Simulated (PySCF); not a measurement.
SMILES [NH2][Sn]([Br])([Br])[Br] (H2Br3NSn), singlet at its PBE0/def2-SVP optimised geometry (Å):

```
7

N     -1.0339     0.7069     0.0000
Sn    -0.4191    -1.2159     0.0000
Br     2.0511    -1.2159     0.0000
Br    -1.2893    -2.2819    -2.0514
Br    -1.1778    -2.5724     1.9436
H     -0.6928     1.2159     0.8157
H     -2.0511     0.7812    -0.0196
```

Level of theory: PySCF with PBE0/def2-TZVP, def2 effective core potentials past Kr. The core electrons that the potentials of Sn replace are not part of the density. Cells within 0.4 Å of a nucleus heavier than hydrogen are left out (blank, or x).

Map of the log10 of the electron density (e/bohr³), floored at −4 on the plane z = 0.0 Å:

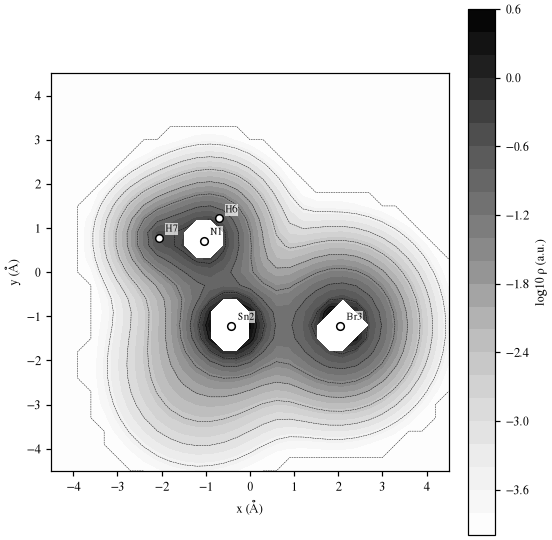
Figure: Log10 of the electron density (e/bohr³), floored at −4 on the plane z = 0.0 Å.
